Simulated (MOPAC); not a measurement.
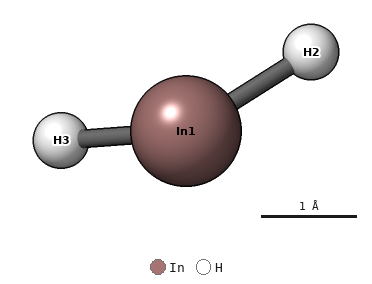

**Figure 1.** The starting structure (ball-and-stick view, seen at an oblique angle; atoms are numbered from 1 in the order of the input). Sticks mark near contacts. Bond lengths as drawn: H–In 1.62 Å.

## Geometry relaxation of InH2 (charge +1)

- system: InH2, charge +1
- method: MNDO, closed shell (MOPAC 23.2.5)

The starting geometry was optimised with MNDO.

Input file (run.mop)
```
CHARGE=1 CYCLES=300 GNORM=0.05 DISP MNDO AUX(PRECISION=9) THREADS=1
optimise of H2In

In 0.376300 1 -0.427520 1 0.147566 1
H 0.689411 1 1.118874 1 0.499867 1
H -0.973855 1 -0.888425 1 -0.612780 1
```

Hardware: 1 thread of AMD EPYC (Zen 5), 128 GiB of memory available, shared host.

Run as:
```bash
mopac run.mop
```

What the program printed
```
MOPAC v23.2.5
MNDO CALCULATION RESULTS

 *  MNDO       - The MNDO Hamiltonian to be used
 *
 *
 *
 *                 CHARGE ON SYSTEM = +1
 *
 *
 *
 *  THREADS=1  - MULTI-THREADING NOT USED
 *  CYCLES=    - DO A MAXIMUM OF 300 STEPS
 *  GNORM      - EXIT WHEN GRADIENT NORM DROPS BELOW 0.050
 *  AUX        - OUTPUT AUXILIARY INFORMATION
 *  DISP       - PRINT DISPERSION AND HYDROGEN BOND ENERGIES
CHARGE=1 CYCLES=300 GNORM=0.05 DISP MNDO AUX(PRECISION=9) THREADS=1
 optimise of H2In

   ATOM   CHEMICAL          X               Y               Z
  NUMBER   SYMBOL      (ANGSTROMS)     (ANGSTROMS)     (ANGSTROMS)

     1      In          0.37630000  *  -0.42752000  *   0.14756600  *
     2       H          0.68941100  *   1.11887400  *   0.49986700  *
     3       H         -0.97385500  *  -0.88842500  *  -0.61278000  *

          CARTESIAN COORDINATES

    NO.       ATOM           X           Y           Z

     1        In          0.3763     -0.4275      0.1476
     2         H          0.6894      1.1189      0.4999
     3         H         -0.9739     -0.8884     -0.6128

           Empirical Formula: H2 In  =     3 atoms

      MOLECULAR POINT GROUP   :   C2v

      RHF CALCULATION, NO. OF DOUBLY OCCUPIED LEVELS = 2

          Geometry optimization using EF

          DIAGONAL MATRIX USED AS START HESSIAN
```

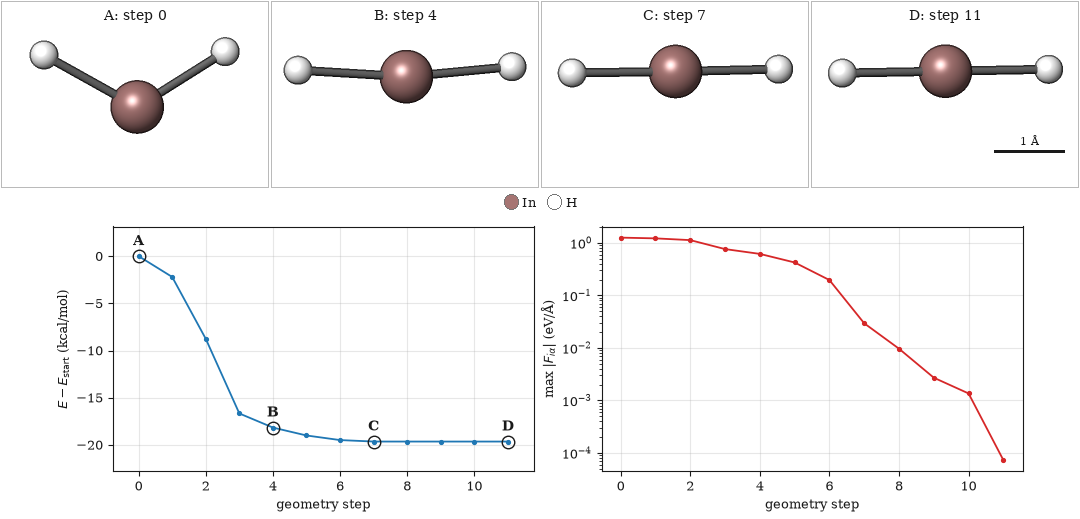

**Figure 2.** Frames of the relaxation (ball-and-stick view, seen at a tilt) above the curves, on which the letters mark them (steps are counted from 0).

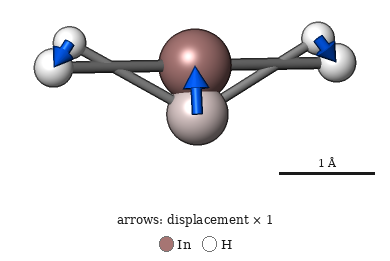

**Figure 3.** Start (faint) and end (solid) with the displacements as blue arrows, at true length (ball-and-stick view, seen at a tilt). The two geometries are laid on each other by the best rigid fit. The energy falls by 19.7 kcal/mol in 11 geometry steps. The largest force component goes from 1.3 to under 0.0001 eV/Å. The atom that moves furthest after the best rigid fit is In1 (0.52 Å). Largest moves by element: In 0.52 Å, H 0.33 Å. Among the angles that change: H2–In1–H3 122.5° → 180.0°. (Atoms are counted from 1 in the order of the input.)

```
 CYCLE:     1 TIME:   0.008 TIME LEFT:  2.00D  GRAD.:    54.160 HEAT:  250.2610
 CYCLE:     2 TIME:   0.000 TIME LEFT:  2.00D  GRAD.:    51.383 HEAT:  248.0557
 CYCLE:     3 TIME:   0.000 TIME LEFT:  2.00D  GRAD.:    42.748 HEAT:  241.4991
 CYCLE:     4 TIME:   0.000 TIME LEFT:  2.00D  GRAD.:    29.239 HEAT:  233.5878
 CYCLE:     5 TIME:   0.000 TIME LEFT:  2.00D  GRAD.:    25.814 HEAT:  232.0937
 CYCLE:     6 TIME:   0.000 TIME LEFT:  2.00D  GRAD.:    17.688 HEAT:  231.2556
 CYCLE:     7 TIME:   0.000 TIME LEFT:  2.00D  GRAD.:     9.155 HEAT:  230.7678
 CYCLE:     8 TIME:   0.008 TIME LEFT:  2.00D  GRAD.:     0.938 HEAT:  230.6127
 CYCLE:     9 TIME:   0.000 TIME LEFT:  2.00D  GRAD.:     0.376 HEAT:  230.6110
 CYCLE:    10 TIME:   0.000 TIME LEFT:  2.00D  GRAD.:     0.115 HEAT:  230.6109
 CYCLE:    11 TIME:   0.000 TIME LEFT:  2.00D  GRAD.:     0.055 HEAT:  230.6109
 CYCLE:    12 TIME:   0.000 TIME LEFT:  2.00D  GRAD.:     0.002 HEAT:  230.6109

     GRADIENT =  0.00233 IS LESS THAN CUTOFF =  0.05000

 -------------------------------------------------------------------------------
 CHARGE=1 CYCLES=300 GNORM=0.05 DISP MNDO AUX(PRECISION=9) THREADS=1
 optimise of H2In

     GEOMETRY OPTIMISED USING EIGENVECTOR FOLLOWING (EF).
     SCF FIELD WAS ACHIEVED

                              MNDO CALCULATION

          FINAL HEAT OF FORMATION =        230.61093 KCAL/MOL =     964.87612 KJ/MOL

          TOTAL ENERGY            =      -1692.83437 KCAL/MOL = ELECTRONIC ENERGY + CORE-CORE REPULSION
          ENERGY OF ATOMS         =       1923.44529 KCAL/MOL
                              SUM =        230.61093 KCAL/MOL
          DISPERSION ENERGY       =          0.00000 KCAL/MOL
                              SUM =        230.61093 KCAL/MOL = FINAL HEAT OF FORMATION

          TOTAL ENERGY            =        -73.40825 EV
          ELECTRONIC ENERGY       =       -123.57816 EV
          CORE-CORE REPULSION     =         50.16991 EV
          COSMO AREA              =         68.50 SQUARE ANGSTROMS
          COSMO VOLUME            =         51.96 CUBIC ANGSTROMS

          GRADIENT NORM           =          0.00233          =       0.00134 PER ATOM
          IONIZATION POTENTIAL    =         18.087514 EV
          HOMO LUMO ENERGIES (EV) =        -18.088 -6.101
          NO. OF FILLED LEVELS    =          2
          MOLECULAR WEIGHT        =        116.8358         POINT GROUP:  D*h

          MOLECULAR DIMENSIONS (Angstroms)

            Atom       Atom       Distance
            H     3    H     2     3.22711
           In     1    H     2     0.00003
            H     3   In     1     0.00000

          SCF CALCULATIONS        =         13

          WALL-CLOCK TIME         =      0.023 SECONDS
          COMPUTATION TIME        =      0.009 SECONDS

   ATOM   CHEMICAL          X               Y               Z
  NUMBER   SYMBOL      (ANGSTROMS)     (ANGSTROMS)     (ANGSTROMS)

     1      In          0.29446331  *  -0.34187080  *   0.11536450  *
     2       H          1.24837683  *   0.79348762  *   0.75154861  *
     3       H         -0.65935062  *  -1.47720108  *  -0.52076425  *

                             CARTESIAN COORDINATES

   1   In        0.294463312    -0.341870796     0.115364497
   2    H        1.248376826     0.793487620     0.751548611
   3    H       -0.659350623    -1.477201078    -0.520764255

           Empirical Formula: H2 In  =     3 atoms

      MOLECULAR POINT GROUP   :   D*h

                  EIGENVALUES
 -22.33866 -18.08751  -6.10113  -6.05950  -6.05950  -1.51844

              NET ATOMIC CHARGES AND DIPOLE CONTRIBUTIONS

  ATOM NO.   TYPE          CHARGE      No. of ELECS.   s-Pop       p-Pop
    1         In           0.912123        2.0879     1.39634     0.69154
    2          H           0.043958        0.9560     0.95604
    3          H           0.043919        0.9561     0.95608
 DIPOLE           X         Y         Z       TOTAL
 POINT-CHG.     0.000     0.000     0.000     0.000
 HYBRID        -0.000    -0.000    -0.000     0.000
 SUM            0.000     0.000     0.000     0.000

          ATOMIC ORBITAL ELECTRON POPULATIONS

     Atom    s        px        py        pz
    1 In   1.39634   0.24167   0.34238   0.10749
    2  H   0.95604
    3  H   0.95608

 *                    *
 * JOB ENDED NORMALLY *
 *                    *

 TOTAL JOB TIME:             0.02 SECONDS

 == MOPAC DONE ==
```

Trajectory as extended XYZ (Å, eV, eV/Å), 12 frames, from step=0 to step=11
```
3
Properties=species:S:1:pos:R:3:forces:R:3 step=0 energy=10.85234
In    0.3763   -0.4275    0.1476   -1.2046   1.2598  -0.4742
H     0.6894    1.1189    0.4999    0.9293  -0.2351   0.4559
H    -0.9739   -0.8884   -0.6128    0.2752  -1.0247   0.0183
3
Properties=species:S:1:pos:R:3:forces:R:3 step=1 energy=10.75671
In    0.3724   -0.4222    0.1462   -1.2191   1.1042  -0.5008
H     0.7238    1.1025    0.5158    0.8922  -0.1681   0.4447
H    -0.9663   -0.9291   -0.6138    0.3269  -0.9361   0.0561
3
Properties=species:S:1:pos:R:3:forces:R:3 step=2 energy=10.47239
In    0.3576   -0.4055    0.1405   -1.1294   0.8123  -0.4897
H     0.8447    1.0592    0.5736    0.7034  -0.1671   0.3464
H    -0.9298   -1.0643   -0.6113    0.4260  -0.6453   0.1433
3
Properties=species:S:1:pos:R:3:forces:R:3 step=3 energy=10.12932
In    0.3265   -0.3725    0.1283   -0.7622   0.3888  -0.3500
H     1.0873    0.9705    0.6892    0.1274  -0.4612   0.0101
H    -0.8399   -1.3278   -0.5967    0.6349   0.0724   0.3399
3
Properties=species:S:1:pos:R:3:forces:R:3 step=4 energy=10.06454
In    0.3084   -0.3535    0.1212   -0.4290   0.0581  -0.2167
H     1.2091    0.8975    0.7438   -0.1883  -0.4952  -0.1587
H    -0.7688   -1.4575   -0.5755    0.6172   0.4371   0.3753
3
Properties=species:S:1:pos:R:3:forces:R:3 step=5 energy=10.02819
In    0.3037   -0.3489    0.1193   -0.3126  -0.0293  -0.1667
H     1.2223    0.8589    0.7460   -0.1112  -0.2958  -0.0941
H    -0.7320   -1.4673   -0.5574    0.4238   0.3251   0.2608
3
Properties=species:S:1:pos:R:3:forces:R:3 step=6 energy=10.00704
In    0.2926   -0.3402    0.1146    0.0471  -0.0023   0.0242
H     1.2446    0.7679    0.7465    0.1401   0.1961   0.0971
H    -0.6354   -1.4697   -0.5074   -0.1871  -0.1939  -0.1212
3
Properties=species:S:1:pos:R:3:forces:R:3 step=7 energy=10.00032
In    0.2939   -0.3410    0.1152   -0.0037  -0.0294  -0.0056
H     1.2520    0.7898    0.7530   -0.0052   0.0063  -0.0019
H    -0.6569   -1.4824   -0.5201    0.0089   0.0232   0.0075
3
Properties=species:S:1:pos:R:3:forces:R:3 step=8 energy=10.00024
In    0.2945   -0.3418    0.1154   -0.0075  -0.0097  -0.0052
H     1.2482    0.7931    0.7514    0.0037   0.0047   0.0025
H    -0.6596   -1.4777   -0.5209    0.0039   0.0049   0.0027
3
Properties=species:S:1:pos:R:3:forces:R:3 step=9 energy=10.00024
In    0.2945   -0.3419    0.1154   -0.0024  -0.0027  -0.0017
H     1.2482    0.7934    0.7515    0.0016   0.0018   0.0011
H    -0.6594   -1.4772   -0.5208    0.0009   0.0010   0.0006
3
Properties=species:S:1:pos:R:3:forces:R:3 step=10 energy=10.00024
In    0.2945   -0.3419    0.1154    0.0012   0.0014   0.0007
H     1.2484    0.7935    0.7516   -0.0007  -0.0008  -0.0004
H    -0.6593   -1.4772   -0.5207   -0.0005  -0.0006  -0.0003
3
Properties=species:S:1:pos:R:3:forces:R:3 step=11 energy=10.00024
In    0.2945   -0.3419    0.1154    0.0000   0.0000  -0.0001
H     1.2484    0.7935    0.7515    0.0000   0.0000   0.0000
H    -0.6594   -1.4772   -0.5208    0.0000   0.0000   0.0000
```

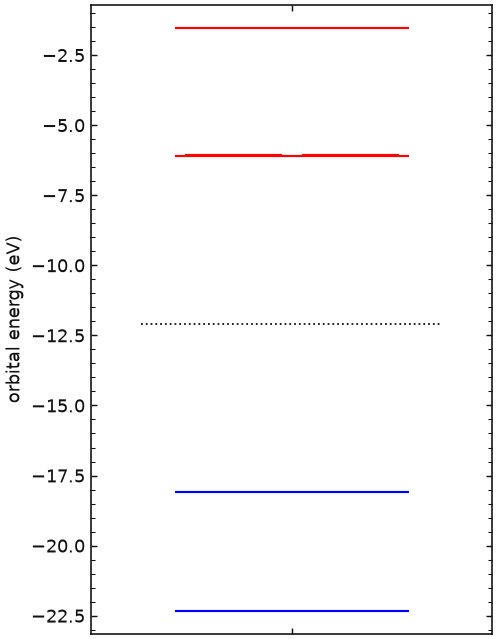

**Figure 4.** Orbital energies near the frontier; the dotted line parts filled from empty levels, and levels within 0.02 eV of each other stand side by side. Highest filled −18.09 eV, lowest empty −6.10 eV, 11.99 eV apart.

Summary

```tsv
quantity	value
outcome	converged
total energy	−2.697703 hartree
dispersion energy	0.000000 hartree
heat of formation	230.61 kcal/mol
basis functions	6
largest force	0.000 eV/Å
HOMO	−18.09 eV
LUMO	−6.10 eV
peak memory	0.071 GiB
```

MOPAC's energies along a path are heats of formation.
